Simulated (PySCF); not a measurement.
```xyz
14

C     1.7741    0.0104   -0.3108
C     0.4681    0.2620    0.4526
C    -0.3134   -0.9825    0.6889
C    -1.5976   -0.8370    0.1886
C    -1.7110    0.4255   -0.4246
C    -0.5004    1.0912   -0.3157
H     1.5756   -0.4669   -1.2666
H     2.2978    0.9491   -0.4847
H     2.4373   -0.6260    0.2730
H     0.7185    0.7460    1.4055
H     0.0969   -1.8676    1.1459
H    -2.3880   -1.5642    0.2649
H    -2.6014    0.8120   -0.8911
H    -0.2573    2.0475   -0.7483
```

Geometry: GFN2-xTB.

Level of theory: UKS B3LYP, pcH-1 on C H, non-relativistic, mean-field spin-orbit, GIAO in PySCF 2.14.0, density-fitted response routines.

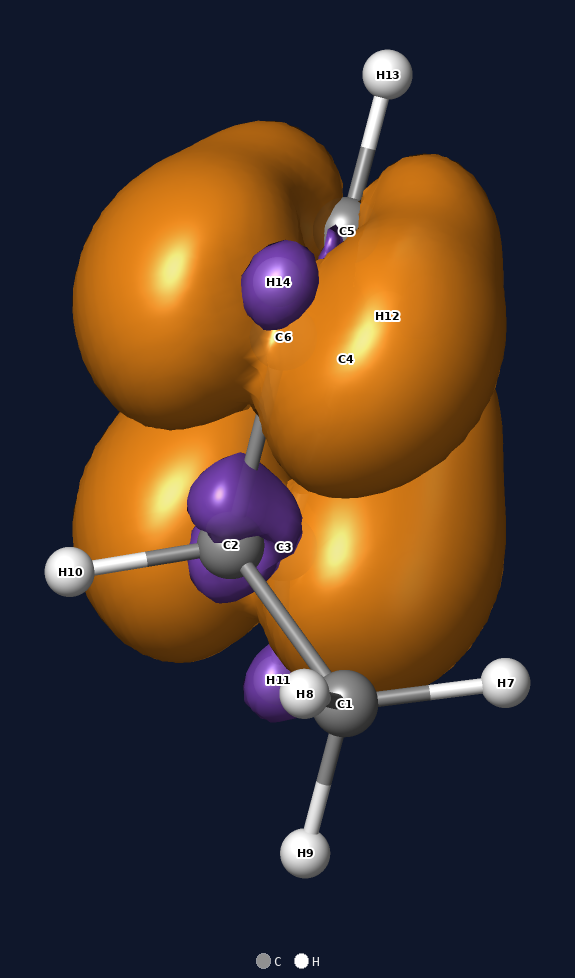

C$_{6}$H$_{8}$ (charge +1, doublet). Isosurfaces of the spin density at +0.015 (orange) and −0.015 e/Å³ (purple), seen at an oblique angle.

### Describe the spin distribution.

The unpaired spin (1 electron) lies mostly on C3 (about 0.3), C6 (about 0.3), C4 (about 0.1) and C5 (about 0.1), in electrons by Hirshfeld's partition.
